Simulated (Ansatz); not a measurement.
**Be$_{2}$Ge: density, localisation and related maps**

The calculation's input:

```
crystal:
  lattice:
    - [0.0, 2.6783040144, 2.6783040144]
    - [2.6783040144, 0.0, 2.6783040144]
    - [2.6783040144, 2.6783040144, 0.0]
  atoms:
    - { symbol: Ge, position: [0.0, 0.0, 0.0] }
    - { symbol: Be, position: [0.25, 0.25, 0.25] }
    - { symbol: Be, position: [0.75, 0.75, 0.75] }
kpoints:
  mp_grid: { grid: [4, 4, 4] }
hamiltonian:
  xc: hse06
scf:
  occupations: { method: fermi_dirac, width: 0.02 }
  n_extra_bands: 4
output:
  forces: true
  stress: true
  eigenvalues: true
  write_density: true
  write_potential: true
  elf: true
  volumetric_format: npy
```

Command:

```sh
ansatz run input.yaml --threads 4 --pin off --max-ram 3686MiB --backend cpu --events-out ev --progress --plain --runs-dir out
```

Below, planes, directions and counts refer to the conventional cell (a = 5.36 Å, b = 5.36 Å, c = 5.36 Å, α = 90.00°, β = 90.00°, γ = 90.00°).

Space group Fm-3m; started from the antifluorite prototype, which need not be the ambient phase.

These are results of DFT, HSE06, plane waves, PAW in Ansatz, not measurements.

Core electrons are frozen (PAW), and the valence fields are smoothed inside the atomic spheres.

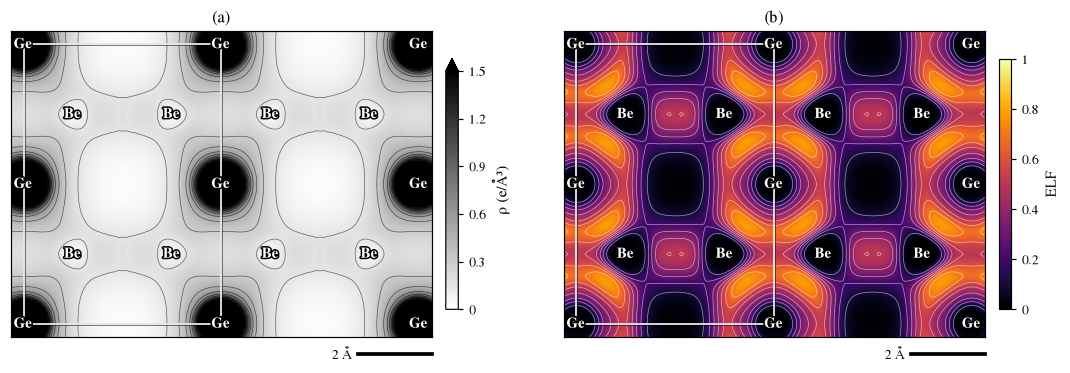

Figure 1. (a) valence electron density; (b) electron localisation function on the (110) plane of the conventional cell.

What does the map show?

Answer.
- The section cuts through Ge and Be sites.
- Be–Ge (2.32 Å): the density is about 0.4 e/Å³ at the midpoint; the ELF peaks at about 0.80 between the atoms.
- Between the atoms the lowest density in this plane is 0.02 e/Å³.

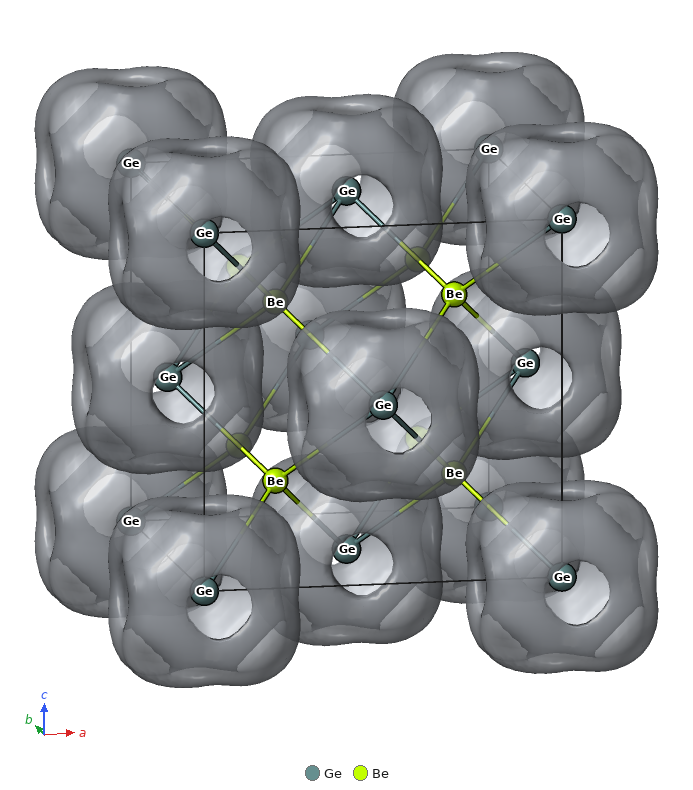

Figure 2. Isosurface of the electron localisation function at 0.6 (grey), seen slightly off an axis. Only the valence region is drawn (cores and ρ < 0.01 e/Å³ removed). Sticks mark near contacts.

What do the ELF domains correspond to?

Answer. At this value the surface marks out four regions wrapped around Ge (the valence shell of each), counted in one cell of 12 atoms. Any copies at cell faces, edges or corners count once.
